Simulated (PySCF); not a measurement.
# C₈H₄O: circular dichroism and optical rotation, excited states, first hyperpolarisability

What do calculations give for the circular dichroism and optical rotation, excited states, first hyperpolarisability of C₈H₄O (`C#CC=C=C(C#C)C=O`)?

Computed with PySCF 2.14.0 and routines of our own; the level stands in each step. Atoms count from 0.

## (1) The system as given

13 atoms, charge 0, multiplicity 1; geometry from: GFN2-xTB.

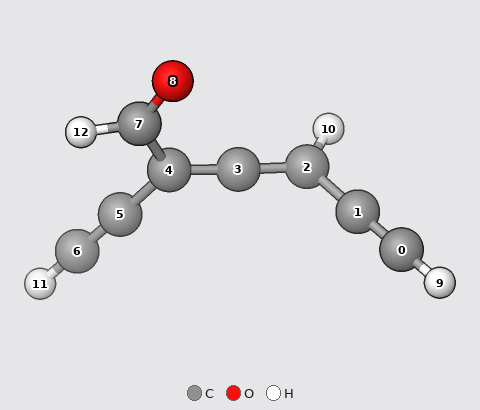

The starting geometry (carbon grey, oxygen red, hydrogen white).

## (2) Relaxing the molecule at PBE0-D3(BJ)/def2-SVP

The job: settings as JSON, then the geometry in Å.

```
{"job": {"xc": "PBE0", "basis": "def2-SVP", "d3": "d3bj", "grid": 2, "kind": "geom"}, "charge": 0, "multiplicity": 1}
C     -3.469576    -0.792653    -0.852902
C     -2.438598    -0.830546    -0.239894
C     -1.234526    -0.891777     0.496686
C     -0.146967    -0.274297     0.143201
C      0.934474     0.402392    -0.181657
C      1.933106    -0.149484    -1.026128
C      2.797461    -0.588613    -1.732571
C      1.162093     1.773787     0.323762
O      0.445980     2.367913     1.083977
H     -4.371014    -0.756072    -1.387949
H     -1.254736    -1.502657     1.393045
H      3.545985    -0.980095    -2.354560
H      2.091930     2.222589    -0.075697
```

On the command line:

```bash
$ OMP_NUM_THREADS=1 python excited_run.py task.json out
```

The driver reads the jobs from task.json and runs them one after another.

Output:

```text
step   0  E = -381.53265844  max force = 0.018430
step   1  E = -381.53576337  max force = 0.002900
step   2  E = -381.53578053  max force = 0.001891
step   3  E = -381.53578265  max force = 0.002397
step   4  E = -381.53580360  max force = 0.000367
step   5  E = -381.53580556  max force = 0.000295
optimisation converged
```

Run time: 56 s. Hardware: 1 thread of Intel Xeon Platinum 8375C at 2.90GHz, shared host; peak memory 0.72 GiB.

Along the way:

```csv
step,energy from step 0 (eV),largest force component (eV/Å)
0,0.0000,0.9477
1,-0.0845,0.1491
2,-0.0850,0.0972
3,-0.0850,0.1233
4,-0.0856,0.0189
5,-0.0856,0.0152
```

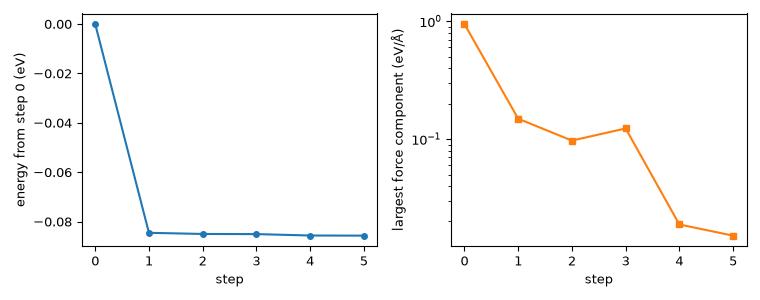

Energy and force, step by step.

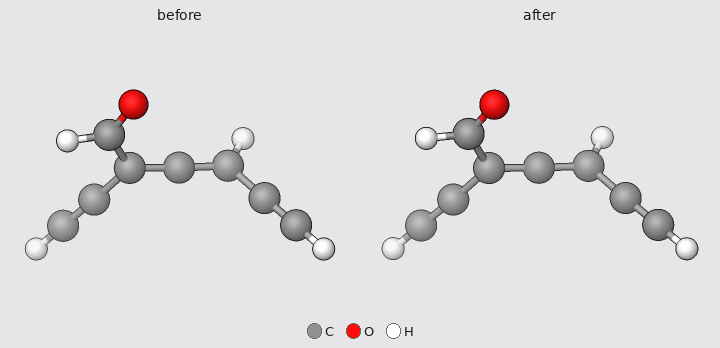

The geometry before (left) and after (right).

Distances of close pairs at the start and the end, largest changes first:

```csv
bond,before (Å),after (Å),change (Å)
C4–C7,1.479,1.509,+0.029
C0–H9,1.049,1.075,+0.026
C6–H11,1.049,1.075,+0.026
C2–H10,1.085,1.100,+0.015
C5–C6,1.200,1.213,+0.013
C2–C3,1.300,1.312,+0.013
C0–C1,1.200,1.212,+0.012
C7–H12,1.107,1.118,+0.011
```

The final coordinates are the input of the step that follows.

```csv
at the end point,value
point group (found at 0.08 Å tolerance),C1
"rotational constants (GHz, main isotopes)","2.301, 0.985, 0.741"
dipole moment (D),2.22
```

## (3) Circular dichroism and optical rotation: TDDFT CAM-B3LYP/aug-cc-pVDZ

The job: settings as JSON, then the geometry in Å.

```
{"job": {"kind": "ecd", "xc": "CAM-B3LYP", "basis": "aug-cc-pVDZ", "nstates": 12}, "charge": 0, "multiplicity": 1}
C     -3.726647    -0.934111    -0.775177
C     -2.673825    -0.965526    -0.175130
C     -1.452615    -1.025733     0.553201
C     -0.345884    -0.415823     0.199673
C      0.762605     0.231244    -0.121632
C      1.773224    -0.332299    -0.958850
C      2.662467    -0.759575    -1.663859
C      0.982245     1.625560     0.410623
O      0.230441     2.195200     1.149273
H     -4.657418    -0.898635    -1.311285
H     -1.436480    -1.626199     1.475064
H      3.442771    -1.151369    -2.290588
H      1.931498     2.088834     0.044669
```

With the program's defaults for keys left out, this is: TDDFT CAM-B3LYP/aug-cc-pVDZ circular dichroism and optical rotation, one conformer, gas phase.

Output:

```text
coarse grid: 12256 points
cycle   1  E = -381.9050879287  dE =  1.766e+00  |g| = 8.442e-01  |ddm| = 2.990e+01
cycle   2  E = -381.6066479659  dE =  2.984e-01  |g| = 1.534e+00  |ddm| = 5.387e+00
cycle   3  E = -382.0663360382  dE = -4.597e-01  |g| = 9.634e-02  |ddm| = 3.587e+00
cycle   4  E = -382.0676735013  dE = -1.337e-03  |g| = 7.779e-02  |ddm| = 5.437e-01
cycle   5  E = -382.0690803761  dE = -1.407e-03  |g| = 2.549e-02  |ddm| = 2.681e-01
cycle   6  E = -382.0692364879  dE = -1.561e-04  |g| = 6.277e-03  |ddm| = 1.198e-01
cycle   7  E = -382.0692503468  dE = -1.386e-05  |g| = 2.180e-03  |ddm| = 3.692e-02
cycle   8  E = -382.0692520400  dE = -1.693e-06  |g| = 1.177e-03  |ddm| = 1.256e-02
final grid: 122360 points
cycle   9  E = -382.0980198708  dE = -1.303e-05  |g| = 2.501e-03  |ddm| = 3.493e-01
cycle  10  E = -382.0980197655  dE =  1.054e-07  |g| = 2.879e-03  |ddm| = 2.728e-02
cycle  11  E = -382.0980215993  dE = -1.834e-06  |g| = 6.592e-04  |ddm| = 1.104e-02
cycle  12  E = -382.0980216908  dE = -9.151e-08  |g| = 1.574e-04  |ddm| = 2.591e-03
cycle  13  E = -382.0980216950  dE = -4.246e-09  |g| = 9.942e-05  |ddm| = 7.440e-04
cycle  14  E = -382.0980216976  dE = -2.521e-09  |g| = 1.436e-05  |ddm| = 3.907e-04
cycle  15  E = -382.0980216976  dE = -5.980e-11  |g| = 9.391e-06  |ddm| = 9.505e-05
converged SCF energy = -382.0980216976

Singlet excitations and rotatory strengths (1e-40 esu^2 cm^2)
state   eV       nm     f(len)   f(vel)    R(len)    R(vel)   main configurations
  1   3.7716   328.7  0.00022  0.00023    -2.038    -1.575   H-2->L 0.45, H->L 0.38
  2   4.3425   285.5  0.00008  0.00007     0.255    -0.046   H->L 0.53, H-2->L 0.33
  3   4.9747   249.2  0.33241  0.32412     9.526     9.383   H-1->L 0.93
  4   5.0967   243.3  0.00158  0.00155   -14.317   -14.104   H-1->L+1 0.89
  5   5.4335   228.2  0.00102  0.00100     7.289     7.222   H-4->L 0.68, H-2->L 0.09
  6   5.4933   225.7  0.00035  0.00030     4.270     3.982   H-3->L+1 0.85
  7   5.5672   222.7  0.29778  0.28900     3.339     3.037   H->L+1 0.76
  8   6.1002   203.2  0.07920  0.07738     6.890     6.528   H-3->L 0.61, H-2->L+1 0.19, H->L+1 0.08
  9   6.1611   201.2  0.02995  0.02987     3.522     3.551   H-2->L+1 0.34, H-3->L 0.25, H-1->L+6 0.14
 10   6.1993   200.0  0.00119  0.00127    -0.106    -0.118   H->L+8 0.17, H->L+7 0.13, H->L+11 0.13
 11   6.3017   196.7  0.00069  0.00060     0.390     0.272   H-1->L+7 0.28, H-1->L+8 0.20, H-1->L+9 0.10
 12   6.4861   191.2  0.07070  0.06786   -19.128   -18.695   H-1->L+6 0.35, H-2->L+1 0.28, H-4->L+1 0.09

Specific rotation (deg / (dm g/mL))
    nm     length   length(OI)   velocity    alpha(len)  alpha(vel)
  633.0     -68.28     -68.92     -64.91      113.591    111.103
  589.3     -81.70     -82.47     -77.31      114.632    112.118
  546.0    -100.03    -100.99     -94.05      115.973    113.426
  436.0    -208.35    -210.33    -188.97      122.074    119.374
  405.0    -294.11    -296.70    -260.76      125.205    122.427
  365.0    -634.58    -638.53    -534.81      131.363    128.431
```

It took 85 s on 1 thread of Intel Xeon Platinum 8375C at 2.90GHz, shared host; peak memory 1.1 GiB.

Warnings kept with the result: wavelengths within 0.3 eV of the first excitation or beyond it are left out.

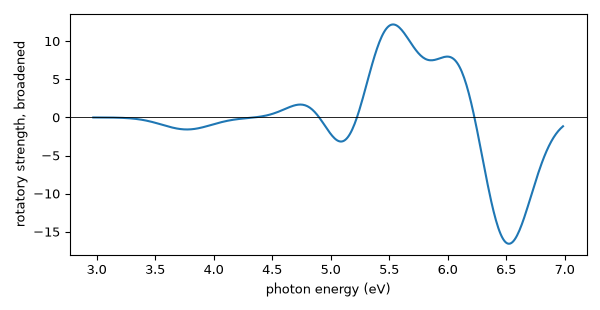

Circular dichroism: velocity-form rotatory strengths under Gaussians of 0.3 eV half-width at 1/e.

## (4) Excited states: TDA wB97X-D/def2-TZVP

The job, as its differences from that of step 3:

```diff
@@ -1,2 +1,2 @@
-{"job": {"kind": "ecd", "xc": "CAM-B3LYP", "basis": "aug-cc-pVDZ", "nstates": 12}, "charge": 0, "multiplicity": 1}
+{"job": {"kind": "states", "xc": "wB97X-D", "basis": "def2-TZVP", "tda": true, "soc": true, "nstates": 6, "ntriplets": 5, "nquad": 4}, "charge": 0, "multiplicity": 1}
 C     -3.726647    -0.934111    -0.775177
```

Method: TDA wB97X-D/def2-TZVP excited states, vertical, gas phase, spin-orbit mean-field couplings.

Output:

```text
coarse grid: 12256 points
cycle   1  E = -382.0878884529  dE =  1.769e+00  |g| = 9.110e-01  |ddm| = 4.147e+00
cycle   2  E = -381.8599853365  dE =  2.279e-01  |g| = 1.489e+00  |ddm| = 3.729e+00
cycle   3  E = -382.2652257168  dE = -4.052e-01  |g| = 9.721e-02  |ddm| = 2.705e+00
cycle   4  E = -382.2669126323  dE = -1.687e-03  |g| = 6.939e-02  |ddm| = 1.988e-01
cycle   5  E = -382.2680059732  dE = -1.093e-03  |g| = 2.409e-02  |ddm| = 8.383e-02
cycle   6  E = -382.2681476791  dE = -1.417e-04  |g| = 6.719e-03  |ddm| = 3.690e-02
cycle   7  E = -382.2681663704  dE = -1.869e-05  |g| = 2.264e-03  |ddm| = 1.822e-02
cycle   8  E = -382.2681689396  dE = -2.569e-06  |g| = 1.267e-03  |ddm| = 8.129e-03
final grid: 122360 points
cycle   9  E = -382.2546009889  dE = -1.892e-04  |g| = 3.880e-03  |ddm| = 2.279e-01
cycle  10  E = -382.2546031446  dE = -2.156e-06  |g| = 2.427e-03  |ddm| = 2.119e-02
cycle  11  E = -382.2546040058  dE = -8.611e-07  |g| = 1.427e-03  |ddm| = 4.051e-03
cycle  12  E = -382.2546043994  dE = -3.937e-07  |g| = 2.775e-04  |ddm| = 1.883e-03
cycle  13  E = -382.2546044205  dE = -2.103e-08  |g| = 8.831e-05  |ddm| = 5.382e-04
cycle  14  E = -382.2546044233  dE = -2.794e-09  |g| = 5.279e-05  |ddm| = 2.432e-04
cycle  15  E = -382.2546044242  dE = -9.487e-10  |g| = 1.645e-05  |ddm| = 9.247e-05
converged SCF energy = -382.2546044242

Singlet excitations
state   eV       nm        f     d(h-e)  d(exc)  Lambda  PR(NTO)  |dmu|/D   mu/D   main configurations
  1   3.8123   325.2   0.00012   0.648   2.554   0.477   1.042    1.764    0.998   H-2->L 0.44, H->L 0.41
  2   4.4053   281.4   0.00007   1.503   3.244   0.469   1.104    4.573    5.409   H->L 0.50, H-2->L 0.37
  3   5.1546   240.5   0.00418   1.575   3.339   0.415   1.080    4.906    5.944   H-1->L+1 0.88
  4   5.2294   237.1   0.43769   1.404   3.159   0.691   1.250    3.936    6.159   H-1->L 0.86
  5   5.4601   227.1   0.00005   1.449   3.021   0.416   1.199                     H-4->L 0.71, H-2->L+2 0.09, H-2->L 0.08
  6   5.5279   224.3   0.00040   1.127   2.768   0.409   1.058                     H-3->L+1 0.87

Triplet excitations (Tamm-Dancoff)
state   eV     d(h-e)  d(exc)  Lambda  PR(NTO)   main configurations
  1   3.2071   0.511   2.700   0.710   1.149   H-1->L 0.84
  2   3.3456   0.656   2.390   0.479   1.031   H-2->L 0.48, H->L 0.30, H-2->L+2 0.10
  3   3.7001   0.277   2.632   0.747   1.170   H->L+1 0.81
  4   4.1011   1.589   3.210   0.463   1.096   H->L 0.59, H-2->L 0.26
  5   4.8868   1.459   3.240   0.413   1.177   H-1->L+1 0.84
S1 - T1 = 0.6052 eV

Spin-orbit couplings |<S|Hso|T>| (cm-1)
             T1       T2       T3       T4       T5
S0        2.293   48.032    0.825   18.419    9.428
S1       12.631    0.655    3.115    2.585    0.336
S2        4.170    2.216    3.775    0.418    0.311
S3        2.561    0.999    4.851    0.412    0.535
S4        0.490    9.178    0.544    4.763    5.500
S5        8.508    4.450    1.966    1.942    0.440
S6        1.790    0.608    7.362    0.294    2.033
T1 sublevels (cm-1): 0.000 0.003 0.110   radiative rates (1/s): 0.00184 0.00376 1.67
```

It took 69 s on 1 thread of Intel Xeon Platinum 8375C at 2.90GHz, shared host; peak memory 1.2 GiB.

From this job:

```csv
quantity,value
S1 less T1,0.61 eV
```

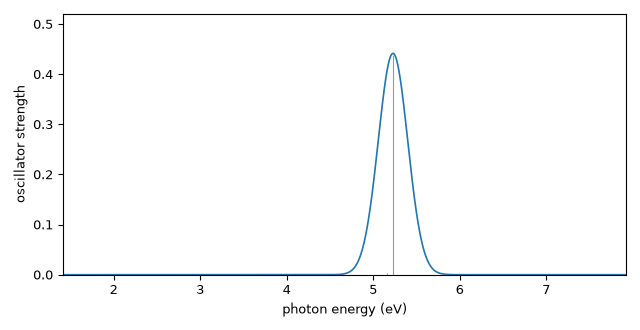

Absorption lines of the singlets. Lines are broadened to a width of 0.40 eV (Gaussian).

## (5) Excited states: TDDFT CAM-B3LYP/aug-cc-pVDZ

The job, as its differences from that of step 4:

```diff
@@ -1,2 +1,2 @@
-{"job": {"kind": "states", "xc": "wB97X-D", "basis": "def2-TZVP", "tda": true, "soc": true, "nstates": 6, "ntriplets": 5, "nquad": 4}, "charge": 0, "multiplicity": 1}
+{"job": {"kind": "states", "xc": "CAM-B3LYP", "basis": "aug-cc-pVDZ", "tpa": true, "nstates": 8, "nquad": 6, "ntriplets": 0}, "charge": 0, "multiplicity": 1}
 C     -3.726647    -0.934111    -0.775177
```

Level: TDDFT CAM-B3LYP/aug-cc-pVDZ excited states, vertical, gas phase, two-photon moments by quadratic response.

Output:

```text
coarse grid: 12256 points
cycle   1  E = -381.9050879287  dE =  1.766e+00  |g| = 8.442e-01  |ddm| = 2.990e+01
cycle   2  E = -381.6066479659  dE =  2.984e-01  |g| = 1.534e+00  |ddm| = 5.387e+00
cycle   3  E = -382.0663360382  dE = -4.597e-01  |g| = 9.634e-02  |ddm| = 3.587e+00
cycle   4  E = -382.0676735013  dE = -1.337e-03  |g| = 7.779e-02  |ddm| = 5.437e-01
cycle   5  E = -382.0690803761  dE = -1.407e-03  |g| = 2.549e-02  |ddm| = 2.681e-01
cycle   6  E = -382.0692364879  dE = -1.561e-04  |g| = 6.277e-03  |ddm| = 1.198e-01
cycle   7  E = -382.0692503468  dE = -1.386e-05  |g| = 2.180e-03  |ddm| = 3.692e-02
cycle   8  E = -382.0692520400  dE = -1.693e-06  |g| = 1.177e-03  |ddm| = 1.256e-02
final grid: 122360 points
cycle   9  E = -382.0980198708  dE = -1.303e-05  |g| = 2.501e-03  |ddm| = 3.493e-01
cycle  10  E = -382.0980197655  dE =  1.054e-07  |g| = 2.879e-03  |ddm| = 2.728e-02
cycle  11  E = -382.0980215993  dE = -1.834e-06  |g| = 6.592e-04  |ddm| = 1.104e-02
cycle  12  E = -382.0980216908  dE = -9.151e-08  |g| = 1.574e-04  |ddm| = 2.591e-03
cycle  13  E = -382.0980216950  dE = -4.246e-09  |g| = 9.942e-05  |ddm| = 7.440e-04
cycle  14  E = -382.0980216976  dE = -2.521e-09  |g| = 1.436e-05  |ddm| = 3.907e-04
cycle  15  E = -382.0980216976  dE = -5.980e-11  |g| = 9.391e-06  |ddm| = 9.505e-05
converged SCF energy = -382.0980216976

Singlet excitations
state   eV       nm        f     d(h-e)  d(exc)  Lambda  PR(NTO)  |dmu|/D   mu/D   delta(TPA)   sigma/GM   main configurations
  1   3.7716   328.7   0.00022   0.612   2.576   0.459   1.049    1.609    1.054        0.19      0.001   H-2->L 0.45, H->L 0.38
  2   4.3426   285.5   0.00008   1.551   3.295   0.454   1.107    4.636    5.493        0.07      0.000   H->L 0.53, H-2->L 0.33
  3   4.9749   249.2   0.33251   1.319   3.168   0.672   1.238    3.704    6.037      127.74      1.158   H-1->L 0.93
  4   5.0967   243.3   0.00158   1.622   3.411   0.398   1.068    4.964    6.034        0.38      0.004   H-1->L+1 0.89
  5   5.4336   228.2   0.00102   1.398   3.056   0.403   1.223    4.545    6.440        0.52      0.006   H-4->L 0.68, H-2->L 0.09
  6   5.4934   225.7   0.00035   1.051   2.798   0.397   1.081    3.758    4.438        0.49      0.005   H-3->L+1 0.85
  7   5.5673   222.7   0.29777   0.562   3.039   0.665   1.660                                            H->L+1 0.76
  8   6.1003   203.2   0.07917   1.664   4.087   0.367   2.001                                            H-3->L 0.61, H-2->L+1 0.19, H->L+1 0.08
```

Wall time 62 s (1 thread of Intel Xeon Platinum 8375C at 2.90GHz, shared host); peak memory 1.1 GiB.

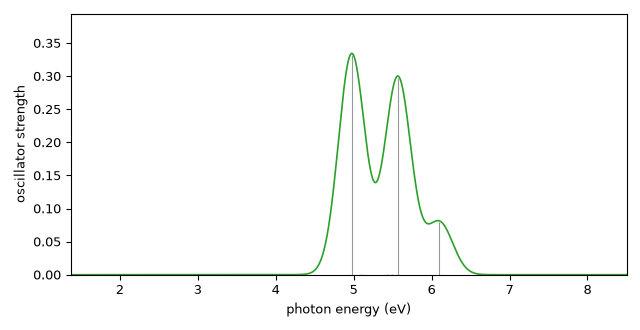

Absorption lines of the singlets. Lines are broadened to a width of 0.40 eV (Gaussian).

## (6) First hyperpolarisability: quadratic response CAM-B3LYP/aug-cc-pVDZ

The job, as its differences from that of step 5:

```diff
@@ -1,2 +1,2 @@
-{"job": {"kind": "states", "xc": "CAM-B3LYP", "basis": "aug-cc-pVDZ", "tpa": true, "nstates": 8, "nquad": 6, "ntriplets": 0}, "charge": 0, "multiplicity": 1}
+{"job": {"kind": "beta", "xc": "CAM-B3LYP", "basis": "aug-cc-pVDZ"}, "charge": 0, "multiplicity": 1}
 C     -3.726647    -0.934111    -0.775177
```

Method: quadratic response CAM-B3LYP/aug-cc-pVDZ first hyperpolarisability, Taylor convention, gas phase.

Output:

```text
coarse grid: 12256 points
cycle   1  E = -381.9050879287  dE =  1.766e+00  |g| = 8.442e-01  |ddm| = 2.990e+01
cycle   2  E = -381.6066479659  dE =  2.984e-01  |g| = 1.534e+00  |ddm| = 5.387e+00
cycle   3  E = -382.0663360382  dE = -4.597e-01  |g| = 9.634e-02  |ddm| = 3.587e+00
cycle   4  E = -382.0676735013  dE = -1.337e-03  |g| = 7.779e-02  |ddm| = 5.437e-01
cycle   5  E = -382.0690803761  dE = -1.407e-03  |g| = 2.549e-02  |ddm| = 2.681e-01
cycle   6  E = -382.0692364879  dE = -1.561e-04  |g| = 6.277e-03  |ddm| = 1.198e-01
cycle   7  E = -382.0692503468  dE = -1.386e-05  |g| = 2.180e-03  |ddm| = 3.692e-02
cycle   8  E = -382.0692520400  dE = -1.693e-06  |g| = 1.177e-03  |ddm| = 1.256e-02
final grid: 122360 points
cycle   9  E = -382.0980198708  dE = -1.303e-05  |g| = 2.501e-03  |ddm| = 3.493e-01
cycle  10  E = -382.0980197655  dE =  1.054e-07  |g| = 2.879e-03  |ddm| = 2.728e-02
cycle  11  E = -382.0980215993  dE = -1.834e-06  |g| = 6.592e-04  |ddm| = 1.104e-02
cycle  12  E = -382.0980216908  dE = -9.151e-08  |g| = 1.574e-04  |ddm| = 2.591e-03
cycle  13  E = -382.0980216950  dE = -4.246e-09  |g| = 9.942e-05  |ddm| = 7.440e-04
cycle  14  E = -382.0980216976  dE = -2.521e-09  |g| = 1.436e-05  |ddm| = 3.907e-04
cycle  15  E = -382.0980216976  dE = -5.980e-11  |g| = 9.391e-06  |ddm| = 9.505e-05
converged SCF energy = -382.0980216976

Lowest singlets (eV, f): 3.7716 0.0002  4.3426 0.0001  4.9749 0.3325

First hyperpolarisability (au)
process     nm      |vector|   parallel      HRS      DR
static         -       87.41     -46.84      49.64   2.623
shg       1907.0       82.57     -43.99      51.96   2.277
eope      1907.0       85.97     -45.99          -       -
shg       1064.0       64.39     -33.55      60.68   1.642
eope      1064.0       82.16     -43.76          -       -
```

Wall time 47 s (1 thread of Intel Xeon Platinum 8375C at 2.90GHz, shared host); peak memory 0.98 GiB.

## (7) What came out

| quantity | value |
| --- | --- |
| point group | C1 |
| rotational constants (main isotopes) | 2.30, 0.98, 0.74 GHz |
| state of largest rotatory strength (velocity form) among 12 (step 3, TDDFT CAM-B3LYP/aug-cc-pVDZ) | 6.49 eV, R = -18.7 (velocity), -19.1 (length) ·10⁻⁴⁰ esu² cm² |
| specific rotation at 633.0 nm (step 3, TDDFT CAM-B3LYP/aug-cc-pVDZ) | -64.9 (velocity), -68.3 (length) |
| S1 less T1 (step 4, TDA wB97X-D/def2-TZVP) | 0.61 eV |
| β vector (step 6, quadratic response CAM-B3LYP/aug-cc-pVDZ) | static 87, SHG 1907.0 nm 83, SHG 1064.0 nm 64 au |

**Reading.** Over 5 steps the energy fell by 0.086 eV; of the close pairs, C4–C7 changed most, 1.479 to 1.509 Å. Rotations belong to one conformer and to the handedness of the start. In step 4, the number of triplets below S1 is 3, and the largest singlet-triplet spin-orbit coupling is S0–T2, 48.03 cm⁻¹.
